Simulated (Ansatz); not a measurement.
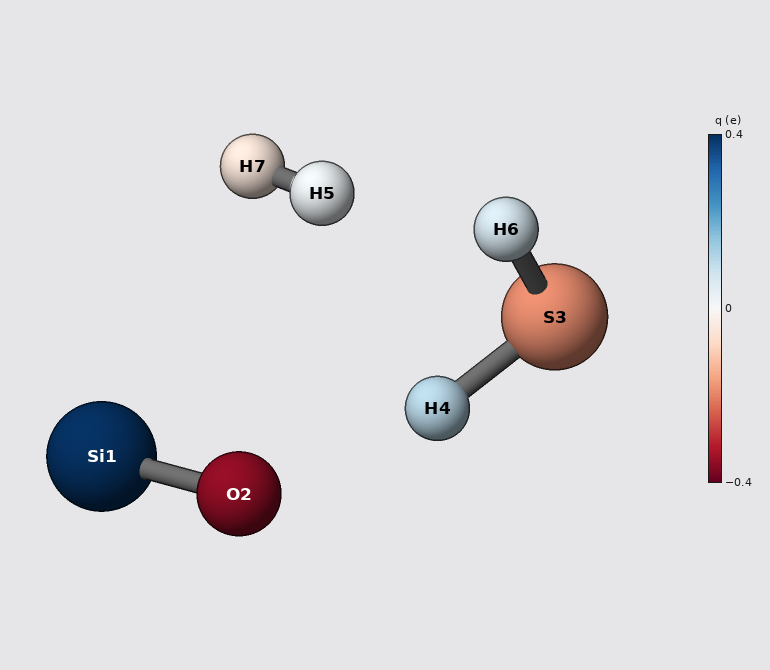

Atoms are coloured by their Mulliken charges. The geometry was computed by an optimisation with PBE-D4/def2-SVP. No frequency run is at hand to confirm it as a minimum. Properties computed with RKS PBE-D4/def2-SVP (Ansatz 0.2.0).

Give the Mulliken charges atom by atom.

```json
{"atom": "Si1", "value (e)": "0.39"}
{"atom": "O2", "value (e)": "−0.35"}
{"atom": "S3", "value (e)": "−0.19"}
{"atom": "H4", "value (e)": "0.11"}
{"atom": "H5", "value (e)": "0.02"}
{"atom": "H6", "value (e)": "0.06"}
{"atom": "H7", "value (e)": "−0.05"}
```

Mulliken values depend strongly on the basis set and can even reverse the polarity of a bond.
